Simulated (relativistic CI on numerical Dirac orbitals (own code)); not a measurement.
# Au: one ion under different settings

How much do the settings matter for Au? One ion, several inputs.

The numbers are computed with relativistic CI on numerical Dirac orbitals (own code) version 3 (Dirac-Coulomb-Breit CI, KLI orbitals optimised for each configuration, model QED (radiative potential, 1s self-energy scaled to tabulated hydrogen-like ionisation energies), numerical settings as typed), except any that are marked as measured or tabulated.

## 1. Starting point

| Property | Result |
| --- | --- |
| ion | Au (Au I) |
| nuclear charge | 79 |
| electrons | 79 |
| isotope | A = 197 |

## 2. A try

Input settings:

```ini
atom Au  Z=79  charge=0  electrons=79
nucleus A=197  rms_radius_fm=5.4371
hamiltonian dirac-coulomb  breit=on  qed=on  c_scale=0.2
orbitals kli  potential=per-configuration
slater_scale 1
correlation none
mixing on
grid step=0.0125 r_max=259.4
scf mixing=0.4 start=green max_iterations=57 tolerance=2e-08 node_fill=0.05
configurations
  [Xe] 4f14 5d10 6s
  [Xe] 4f14 5d9 6s2
end
```

The run is started by

```sh
python run_levels.py task.json out
```

The settings of every run stand in task.json; they run in order.

Main fields of the result record, rounded:

```text
{
  "status": "not_converged",
  "warnings": ["SCF of 1s2 2s2 2p6 3s2 3p6 3d10 4s2 4p6 4d10 4f14 5s2 5p6 5d10 6s stopped: an orbital could not be found"],
  "scf_steps of the first configuration [iteration, E_Ha, residual, outer_eigenvalue_Ha]": [
    [0, "-", "-", "1s not found"]
  ]
}
```

It took 0.0042 s on 1 thread, shared host.

Diagnosis: the run ended without a result. During the SCF the search lost an orbital: no solution with the right number of nodes was found in that cycle's potential. The input had speed-of-light factor 0.2. The cure is to restore the usual settings.

## 3. The mended input

Input settings:

```ini
atom Au  Z=79  charge=0  electrons=79
nucleus A=197  rms_radius_fm=5.4371
hamiltonian dirac-coulomb  breit=on  qed=on  c_scale=1
orbitals kli  potential=per-configuration
slater_scale 1
correlation none
mixing on
grid step=0.0125 r_max=259.4
scf mixing=0.4 start=green max_iterations=150 tolerance=2e-08 node_fill=0.05
configurations
  [Xe] 4f14 5d10 6s
  [Xe] 4f14 5d9 6s2
end
```

Main fields:

```text
{
  "status": "converged",
  "levels [i, E_cm, J2, conf, term, w_term, w_jj]": [
    [0, 0, 1, "5d10 6s", "2S", 1, 1],
    [1, 10705.955, 5, "5d9 6s2", "2D", 1, 1],
    [2, 22405.087, 3, "5d9 6s2", "2D", 1, 1]
  ],
  "total_energy [Ha]": -18999.02091,
  "n_levels_all": 3,
  "overlap": 1.44536e-11,
  "scf_iterations": [13, 13],
  "orbital_energies [Ha]": {"1s": -2959.53, "2s": -521.669, "2p1/2": -500.227, "2p3/2": -432.949, "3s": -123.163, "3p1/2": -113.522, "3p3/2": -98.6744, "3d3/2": -82.673, "3d5/2": -79.4837, "4s": -26.8987, "4p1/2": -22.7789, "4p3/2": -19.2282, "4d3/2": -12.4862, "4d5/2": -11.8246, "4f5/2": -3.178, "4f7/2": -3.03864, "5s": -4.04436, "5p1/2": -2.71656, "5p3/2": -2.12204, "5d3/2": -0.382911, "5d5/2": -0.327715, "6s": -0.297657},
  "configurations [conf, odd, states, E_av_Ha, breit_Ha, qed_Ha]": [
    ["5d10 6s", 0, 2, -19035.50527, 21.65, 14.83],
    ["5d9 6s2", 0, 10, -19035.43709, 21.65, 14.83]
  ],
  "scf_steps of the first configuration [iteration, E_Ha, residual, outer_eigenvalue_Ha]": [
    [1, -19015.40113, 2.59, -0.6905],
    [2, -19034.53327, 0.611, -0.3254],
    [3, -19035.26357, 0.307, -0.3067],
    [4, -19035.50328, 0.0782, -0.3149],
    [5, -19035.50573, 0.0281, -0.3065],
    [6, -19035.50619, 0.0154, -0.3015],
    [7, -19035.5051, 0.0011, -0.2976],
    [8, -19035.50533, 0.000539, -0.2978],
    [9, -19035.50529, 0.000144, -0.2977],
    [10, -19035.50527, 1.14e-05, -0.2977],
    [11, -19035.50527, 9.89e-07, -0.2977],
    [12, -19035.50527, 3.62e-07, -0.2977],
    [13, -19035.50527, 6.82e-09, -0.2977]
  ]
}
```

It took 0.45 s on 1 thread, shared host.

## 4. Start potential thomas-fermi

Settings: those of step 3 with these lines changed.

```diff
@@ -8,3 +8,3 @@
 grid step=0.0125 r_max=259.4
-scf mixing=0.4 start=green max_iterations=150 tolerance=2e-08 node_fill=0.05
+scf mixing=0.4 start=thomas-fermi max_iterations=150 tolerance=2e-08 node_fill=0.05
 configurations
```

Main fields:

```text
{
  "status": "converged",
  "levels [i, E_cm, J2, conf, term, w_term]": [
    [0, 0, 1, "5d10 6s", "2S", 1],
    [1, 10705.954, 5, "5d9 6s2", "2D", 1],
    [2, 22405.086, 3, "5d9 6s2", "2D", 1]
  ],
  "total_energy [Ha]": -18999.02091,
  "n_levels_all": 3,
  "overlap": 1.44527e-11,
  "scf_iterations": [13, 12],
  "orbital_energies [Ha]": {"1s": -2959.53, "2s": -521.669, "2p1/2": -500.227, "2p3/2": -432.949, "3s": -123.163, "3p1/2": -113.522, "3p3/2": -98.6744, "3d3/2": -82.673, "3d5/2": -79.4837, "4s": -26.8987, "4p1/2": -22.7789, "4p3/2": -19.2282, "4d3/2": -12.4862, "4d5/2": -11.8246, "4f5/2": -3.178, "4f7/2": -3.03864, "5s": -4.04436, "5p1/2": -2.71656, "5p3/2": -2.12204, "5d3/2": -0.382911, "5d5/2": -0.327715, "6s": -0.297657},
  "configurations [conf, odd, states, E_av_Ha, breit_Ha, qed_Ha]": [
    ["5d10 6s", 0, 2, -19035.50527, 21.65, 14.83],
    ["5d9 6s2", 0, 10, -19035.43709, 21.65, 14.83]
  ],
  "scf_steps of the first configuration [iteration, E_Ha, residual, outer_eigenvalue_Ha]": [
    [1, -19033.0631, 1.12, -0.3701],
    [2, -19035.37909, 0.123, -0.2582],
    [3, -19035.4702, 0.0771, -0.2817],
    [4, -19035.50255, 0.0175, -0.2959],
    [5, -19035.5056, 0.00366, -0.3],
    [6, -19035.50526, 0.00145, -0.2984],
    [7, -19035.50528, 0.000289, -0.2977],
    [8, -19035.50526, 7.44e-05, -0.2976],
    [9, -19035.50527, 5.39e-06, -0.2977],
    [10, -19035.50527, 3.82e-06, -0.2977],
    [11, -19035.50527, 2.36e-07, -0.2977],
    [12, -19035.50527, 4.21e-08, -0.2977],
    [13, -19035.50527, 3.23e-09, -0.2977]
  ]
}
```

It took 0.45 s on 1 thread, shared host.

## 5. Breit term off

Input settings:

```ini
atom Au  Z=79  charge=0  electrons=79
nucleus A=197  rms_radius_fm=5.4371
hamiltonian dirac-coulomb  breit=off  qed=on  c_scale=1
orbitals kli  potential=per-configuration
slater_scale 1
correlation none
mixing on
grid step=0.0125 r_max=259.4
scf mixing=0.4 start=green max_iterations=150 tolerance=2e-08 node_fill=0.05
configurations
  [Xe] 4f14 5d10 6s
  [Xe] 4f14 5d9 6s2
end
```

Main fields:

```text
{
  "status": "converged",
  "levels [i, E_cm, J2, conf, term, w_term]": [
    [0, 0, 1, "5d10 6s", "2S", 1],
    [1, 10405.743, 5, "5d9 6s2", "2D", 1],
    [2, 22423.895, 3, "5d9 6s2", "2D", 1]
  ],
  "total_energy [Ha]": -19020.67424,
  "n_levels_all": 3,
  "overlap": 1.44536e-11,
  "scf_iterations": [13, 13],
  "orbital_energies [Ha]": {"1s": -2959.53, "2s": -521.669, "2p1/2": -500.227, "2p3/2": -432.949, "3s": -123.163, "3p1/2": -113.522, "3p3/2": -98.6744, "3d3/2": -82.673, "3d5/2": -79.4837, "4s": -26.8987, "4p1/2": -22.7789, "4p3/2": -19.2282, "4d3/2": -12.4862, "4d5/2": -11.8246, "4f5/2": -3.178, "4f7/2": -3.03864, "5s": -4.04436, "5p1/2": -2.71656, "5p3/2": -2.12204, "5d3/2": -0.382911, "5d5/2": -0.327715, "6s": -0.297657},
  "configurations [conf, odd, states, E_av_Ha, breit_Ha, qed_Ha]": [
    ["5d10 6s", 0, 2, -19035.50527, 0, 14.83],
    ["5d9 6s2", 0, 10, -19035.43709, 0, 14.83]
  ],
  "scf_steps of the first configuration [iteration, E_Ha, residual, outer_eigenvalue_Ha]": [
    [1, -19015.40113, 2.59, -0.6905],
    [2, -19034.53327, 0.611, -0.3254],
    [3, -19035.26357, 0.307, -0.3067],
    [4, -19035.50328, 0.0782, -0.3149],
    [5, -19035.50573, 0.0281, -0.3065],
    [6, -19035.50619, 0.0154, -0.3015],
    [7, -19035.5051, 0.0011, -0.2976],
    [8, -19035.50533, 0.000539, -0.2978],
    [9, -19035.50529, 0.000144, -0.2977],
    [10, -19035.50527, 1.14e-05, -0.2977],
    [11, -19035.50527, 9.89e-07, -0.2977],
    [12, -19035.50527, 3.62e-07, -0.2977],
    [13, -19035.50527, 6.82e-09, -0.2977]
  ]
}
```

Run time: 0.41 s. Hardware: 1 thread, shared host.

## 6. Potential mixing 0.2

Input settings:

```ini
atom Au  Z=79  charge=0  electrons=79
nucleus A=197  rms_radius_fm=5.4371
hamiltonian dirac-coulomb  breit=on  qed=on  c_scale=1
orbitals kli  potential=per-configuration
slater_scale 1
correlation none
mixing on
grid step=0.0125 r_max=259.4
scf mixing=0.2 start=green max_iterations=150 tolerance=2e-08 node_fill=0.05
configurations
  [Xe] 4f14 5d10 6s
  [Xe] 4f14 5d9 6s2
end
```

Main fields:

```text
{
  "status": "converged",
  "levels [i, E_cm, J2, conf, term, w_term]": [
    [0, 0, 1, "5d10 6s", "2S", 1],
    [1, 10705.956, 5, "5d9 6s2", "2D", 1],
    [2, 22405.089, 3, "5d9 6s2", "2D", 1]
  ],
  "total_energy [Ha]": -18999.02091,
  "n_levels_all": 3,
  "overlap": 1.44538e-11,
  "scf_iterations": [21, 23],
  "orbital_energies [Ha]": {"1s": -2959.53, "2s": -521.669, "2p1/2": -500.227, "2p3/2": -432.949, "3s": -123.163, "3p1/2": -113.522, "3p3/2": -98.6744, "3d3/2": -82.673, "3d5/2": -79.4837, "4s": -26.8987, "4p1/2": -22.7789, "4p3/2": -19.2282, "4d3/2": -12.4862, "4d5/2": -11.8246, "4f5/2": -3.178, "4f7/2": -3.03864, "5s": -4.04436, "5p1/2": -2.71656, "5p3/2": -2.12204, "5d3/2": -0.382911, "5d5/2": -0.327715, "6s": -0.297657},
  "configurations [conf, odd, states, E_av_Ha, breit_Ha, qed_Ha]": [
    ["5d10 6s", 0, 2, -19035.50527, 21.65, 14.83],
    ["5d9 6s2", 0, 10, -19035.43709, 21.65, 14.83]
  ],
  "scf_steps of the first configuration [iteration, E_Ha, residual, outer_eigenvalue_Ha]": [
    [1, -19015.40113, 2.59, -0.6905],
    [2, -19028.13797, 1.58, -0.4779],
    [3, -19034.4701, 0.625, -0.2689],
    [4, -19034.86822, 0.398, -0.2857],
    [5, -19034.98317, 0.379, -0.2934],
    [6, -19035.50397, 0.0425, -0.368],
    [7, -19035.50427, 0.109, -0.3692],
    [8, -19035.50048, 0.0899, -0.3285],
    [9, -19035.49959, 0.0798, -0.2972],
    [10, -19035.50643, 0.0295, -0.2917],
    [11, -19035.50632, 0.0311, -0.2916],
    [12, -19035.50515, 0.000511, -0.2987],
    [13, -19035.50514, 0.000507, -0.2986],
    [14, -19035.50528, 5.54e-05, -0.2977],
    [15, -19035.50527, 1.3e-05, -0.2977],
    [16, -19035.50527, 9.61e-06, -0.2977],
    [17, -19035.50527, 6.89e-06, -0.2977],
    [18, -19035.50527, 7.64e-07, -0.2977],
    [19, -19035.50527, 1.3e-07, -0.2977],
    [20, -19035.50527, 3.46e-08, -0.2977],
    [21, -19035.50527, 1.95e-08, -0.2977]
  ]
}
```

It took 0.6 s on 1 thread, shared host.

## 7. QED terms off, iteration limit 20

Input settings:

```ini
atom Au  Z=79  charge=0  electrons=79
nucleus A=197  rms_radius_fm=5.4371
hamiltonian dirac-coulomb  breit=on  qed=off  c_scale=1
orbitals kli  potential=per-configuration
slater_scale 1
correlation none
mixing on
grid step=0.0125 r_max=259.4
scf mixing=0.4 start=green max_iterations=20 tolerance=2e-08 node_fill=0.05
configurations
  [Xe] 4f14 5d10 6s
  [Xe] 4f14 5d9 6s2
end
```

Main fields:

```text
{
  "status": "converged",
  "levels [i, E_cm, J2, conf, term, w_term]": [
    [0, 0, 1, "5d10 6s", "2S", 1],
    [1, 10470.391, 5, "5d9 6s2", "2D", 1],
    [2, 22138.94, 3, "5d9 6s2", "2D", 1]
  ],
  "total_energy [Ha]": -19013.851942,
  "n_levels_all": 3,
  "overlap": 1.44536e-11,
  "scf_iterations": [13, 13],
  "orbital_energies [Ha]": {"1s": -2959.53, "2s": -521.669, "2p1/2": -500.227, "2p3/2": -432.949, "3s": -123.163, "3p1/2": -113.522, "3p3/2": -98.6744, "3d3/2": -82.673, "3d5/2": -79.4837, "4s": -26.8987, "4p1/2": -22.7789, "4p3/2": -19.2282, "4d3/2": -12.4862, "4d5/2": -11.8246, "4f5/2": -3.178, "4f7/2": -3.03864, "5s": -4.04436, "5p1/2": -2.71656, "5p3/2": -2.12204, "5d3/2": -0.382911, "5d5/2": -0.327715, "6s": -0.297657},
  "configurations [conf, odd, states, E_av_Ha, breit_Ha, qed_Ha]": [
    ["5d10 6s", 0, 2, -19035.50527, 21.65, 0],
    ["5d9 6s2", 0, 10, -19035.43709, 21.65, 0]
  ],
  "scf_steps of the first configuration [iteration, E_Ha, residual, outer_eigenvalue_Ha]": [
    [1, -19015.40113, 2.59, -0.6905],
    [2, -19034.53327, 0.611, -0.3254],
    [3, -19035.26357, 0.307, -0.3067],
    [4, -19035.50328, 0.0782, -0.3149],
    [5, -19035.50573, 0.0281, -0.3065],
    [6, -19035.50619, 0.0154, -0.3015],
    [7, -19035.5051, 0.0011, -0.2976],
    [8, -19035.50533, 0.000539, -0.2978],
    [9, -19035.50529, 0.000144, -0.2977],
    [10, -19035.50527, 1.14e-05, -0.2977],
    [11, -19035.50527, 9.89e-07, -0.2977],
    [12, -19035.50527, 3.62e-07, -0.2977],
    [13, -19035.50527, 6.82e-09, -0.2977]
  ]
}
```

Wall time 0.4 s (1 thread, shared host).

## 8. End of the grid 38.91

Input settings:

```ini
atom Au  Z=79  charge=0  electrons=79
nucleus A=197  rms_radius_fm=5.4371
hamiltonian dirac-coulomb  breit=on  qed=on  c_scale=1
orbitals kli  potential=per-configuration
slater_scale 1
correlation none
mixing on
grid step=0.0125 r_max=38.91
scf mixing=0.4 start=green max_iterations=97 tolerance=2e-08 node_fill=0.05
configurations
  [Xe] 4f14 5d10 6s
  [Xe] 4f14 5d9 6s2
end
```

Main fields:

```text
{
  "status": "converged",
  "levels [i, E_cm, J2, conf, term, w_term]": [
    [0, 0, 1, "5d10 6s", "2S", 1],
    [1, 10705.955, 5, "5d9 6s2", "2D", 1],
    [2, 22405.087, 3, "5d9 6s2", "2D", 1]
  ],
  "total_energy [Ha]": -18999.02091,
  "n_levels_all": 3,
  "overlap": 1.44527e-11,
  "scf_iterations": [13, 13],
  "orbital_energies [Ha]": {"1s": -2959.53, "2s": -521.669, "2p1/2": -500.227, "2p3/2": -432.949, "3s": -123.163, "3p1/2": -113.522, "3p3/2": -98.6744, "3d3/2": -82.673, "3d5/2": -79.4837, "4s": -26.8987, "4p1/2": -22.7789, "4p3/2": -19.2282, "4d3/2": -12.4862, "4d5/2": -11.8246, "4f5/2": -3.178, "4f7/2": -3.03864, "5s": -4.04436, "5p1/2": -2.71656, "5p3/2": -2.12204, "5d3/2": -0.382911, "5d5/2": -0.327715, "6s": -0.297657},
  "configurations [conf, odd, states, E_av_Ha, breit_Ha, qed_Ha]": [
    ["5d10 6s", 0, 2, -19035.50527, 21.65, 14.83],
    ["5d9 6s2", 0, 10, -19035.43709, 21.65, 14.83]
  ],
  "scf_steps of the first configuration [iteration, E_Ha, residual, outer_eigenvalue_Ha]": [
    [1, -19015.40113, 2.59, -0.6905],
    [2, -19034.53327, 0.611, -0.3254],
    [3, -19035.26357, 0.307, -0.3067],
    [4, -19035.50327, 0.0782, -0.3149],
    [5, -19035.50574, 0.0283, -0.3065],
    [6, -19035.50618, 0.0153, -0.3015],
    [7, -19035.5051, 0.00111, -0.2976],
    [8, -19035.50533, 0.00054, -0.2978],
    [9, -19035.50529, 0.000142, -0.2977],
    [10, -19035.50527, 1.14e-05, -0.2977],
    [11, -19035.50527, 9.93e-07, -0.2977],
    [12, -19035.50527, 3.64e-07, -0.2977],
    [13, -19035.50527, 6.8e-09, -0.2977]
  ]
}
```

Run time: 0.43 s. Hardware: 1 thread, shared host.

The value lies outside the usual range, yet the result is unchanged in this case.

## 9. Comparison

| setting | total energy less usual (Ha) | largest shift of a level among the lowest eight of both runs, same label and place (cm⁻¹) | SCF iterations | time | lowest level | kind of change |
| --- | --- | --- | --- | --- | --- | --- |
| usual | 0 | 0 | 26 | 0.45 s | 6s 2S1/2 | - |
| start potential thomas-fermi | 0 | 0 | 25 | 0.45 s | 6s 2S1/2 | numerical |
| Breit term off | -21.7 | 300 | 26 | 0.41 s | 6s 2S1/2 | model term |
| potential mixing 0.2 | 0 | 0 | 44 | 0.6 s | 6s 2S1/2 | numerical |
| QED terms off, iteration limit 20 | -14.8 | 266 | 26 | 0.4 s | 6s 2S1/2 | model term |
| end of the grid 38.91 | 0 | 0 | 26 | 0.43 s | 6s 2S1/2 | extreme, harmless here |

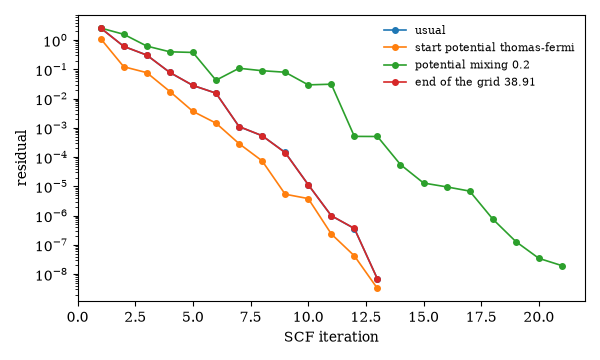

Residual of the first configuration's SCF.

## 10. Summary of results

| quantity | value |
| --- | --- |
| lowest level, usual settings | 6s 2S1/2 |
| total energy | -18999.0209 Ha |
| first excitation | 10706.0 cm⁻¹ |
| runs without a result | 1 |

**Reading.** Among the runs whose levels can be followed, they move most under «Breit term off» (model term), by up to 300 cm⁻¹. No visible change in the result comes from «start potential thomas-fermi» or «potential mixing 0.2» or «end of the grid 38.91». «Potential mixing 0.2» costs 44 SCF iterations against 26. Only the listed configurations are in the model. Near neutrality, missing correlation can shift configurations against each other by thousands of cm⁻¹.
